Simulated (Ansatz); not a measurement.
**HBr (hydrogen bromide): CCSD/cc-pVTZ**

What is the electronic atomisation energy of HBr (hydrogen bromide) at CCSD/cc-pVTZ? 

The results are computed with Ansatz 0.2.0.

30 further runs of the same task are left out: 30 set aside as unsound or not needed.

**1. The molecule**

HBr has 2 atoms, charge 0, and is taken as a singlet. As SMILES, `Br`. Geometry: relaxed at PBE0-D4/def2-TZVP.

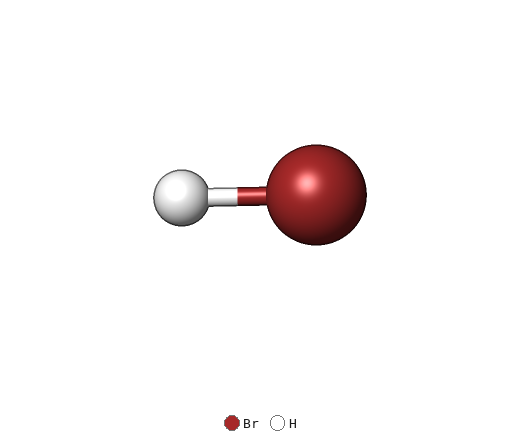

The structure, seen from a chosen angle (bromine red, hydrogen white).

**2. The energy at CCSD/cc-pVTZ**

input.yaml reads:

```yaml
crystal:
  periodic: [false, false, false]
  atoms:
    - {symbol: Br, position_ang: [-0.603220, 0.217960, -0.305050]}
    - {symbol: H, position_ang: [0.603220, -0.217960, 0.305050]}
basis:
  gaussian: {orbitals: cc-pVTZ}
correlation: {method: ccsd, frozen_orbitals: {Br: 9, H: 0}}
accuracy: high
scf: {omitted_lower_state_checks: [cluster_reference, increment]}
```

Launch:

```
ansatz run input.yaml --threads 1 --pin off --max-ram 3480MiB --events-out events.jsonl --progress --plain --runs-dir runs
```

Log:

```text
Warning: RAYON_NUM_THREADS=1 ignored (pool sized by the plan → 1); use --threads N
Functional definition: HF
  name "HF"
  exchange = exact_x
  correlation = 0
these checks for a lower state are left out or cut short: cluster_reference, increment
735 factors; integrals over basis functions are off by at most 4.3e-9 eV
mean field evaluation 1: about -70015.7942 eV, gradient 9.3e0 eV
mean field evaluation 2: about -70015.8242 eV, gradient 9.5e0 eV
mean field evaluation 4: about -70016.2050 eV, gradient 1.1e0 eV
mean field evaluation 8: about -70016.2118 eV, gradient 3.3e-3 eV
mean field -70016.21183563 eV, -2573.0483262665 hartree, gradient 1.8e-8 eV, S^2 0.000000; 0 other end points of the search recorded, 0 dependent functions left out
9 core orbitals not correlated: weight in the atoms' cores, before any rotation towards them, 1.000 or more for the frozen orbitals, at most 0.000 for the correlated occupied ones
reference -70016.21183563 eV, -2573.0483262665 hartree; 9, 9 occupied and 39, 39 virtual orbitals, 735 factors
second order -6.46644247 eV of doubles, -0.00000000 eV of singles
cycle   1  -6.68477216 eV  change   -2.2e-1 eV  update   4.3e-2
cycle   2  -6.84576434 eV  change   -1.6e-1 eV  update   1.2e-2
cycle   3  -6.84878870 eV  change   -3.0e-3 eV  update   3.3e-3
cycle   4  -6.84891948 eV  change   -1.3e-4 eV  update   7.8e-4
cycle   5  -6.84886003 eV  change    5.9e-5 eV  update   1.5e-4
cycle   6  -6.84881432 eV  change    4.6e-5 eV  update   4.2e-5
cycle   7  -6.84882405 eV  change   -9.7e-6 eV  update   1.2e-5
cycle   8  -6.84882414 eV  change   -9.1e-8 eV  update   3.1e-6
cycle   9  -6.84882343 eV  change    7.1e-7 eV  update   7.3e-7
cycle  10  -6.84882365 eV  change   -2.2e-7 eV  update   1.5e-7
cycle  11  -6.84882369 eV  change   -3.9e-8 eV  update   4.1e-8
cycle  12  -6.84882371 eV  change   -2.0e-8 eV  update   1.6e-8
cycle  13  -6.84882371 eV  change   -1.3e-9 eV  update   1.2e-8
cycle  14  -6.84882362 eV  change    9.5e-8 eV  update   4.5e-8
cycle  15  -6.84882363 eV  change   -1.1e-8 eV  update   1.1e-8
cycle  16  -6.84882363 eV  change    1.6e-9 eV  update   1.9e-9
Total energy: -70023.06065926 eV, -2573.3000158924 hartree
Checks for a lower state left out: cluster_reference, increment
```

Run time: 1.1 s. Hardware: 1 thread of Arm Neoverse V2, shared host; peak memory 0.13 GiB.

**3. The Br atom at the same level**

job.yaml reads:

```yaml
basis:
  gaussian:
    orbitals: cc-pVTZ
crystal:
  periodic: [false, false, false]
  atoms:
    - {symbol: Br, position_ang: [0.000000, 0.000000, 0.000000]}
magnetization:
  spin_polarized: true
  initial_magnetization: 1
correlation:
  method: ccsd
  frozen_orbitals: {Br: 9}
accuracy: high
scf:
  omitted_lower_state_checks: [cluster_reference, increment]
```

Run the same way, it converges to -2572.65491 Eh (log not shown).

**4. The H atom: the energy at UHF/cc-pVTZ**

input.yaml reads:

```yaml
crystal:
  periodic: [false, false, false]
  atoms:
    - symbol: H
      position_ang: [0.000000, 0.000000, 0.000000]
basis:
  gaussian:
    orbitals: cc-pVTZ
magnetization:
  spin_polarized: true
  initial_magnetization: 1
hamiltonian:
  xc: hf
accuracy: high
```

Run the same way, it converges to -0.49981 Eh (log not shown).

**5. Outcome**

At CCSD/cc-pVTZ, 9 core orbitals frozen:

```
                                             quantity           value
                               molecule: total energy  -2573.30002 Eh
molecule: correlation energy (9 core orbitals frozen)      -251.7 mEh
                              molecule: T1 diagnostic           0.005
                                Br atom: total energy  -2572.65491 Eh
 Br atom: correlation energy (9 core orbitals frozen)      -209.8 mEh
           Br atom: ⟨S²⟩ of the reference determinant           0.759
                               Br atom: T1 diagnostic           0.005
                                 H atom: total energy     -0.49981 Eh
                                         H atom: ⟨S²⟩           0.750
                        electronic atomisation energy        3.954 eV
```

**Reading.** Taking the molecule apart into free atoms costs 3.95 eV (91 kcal/mol), before zero-point energy and without spin-orbit coupling.
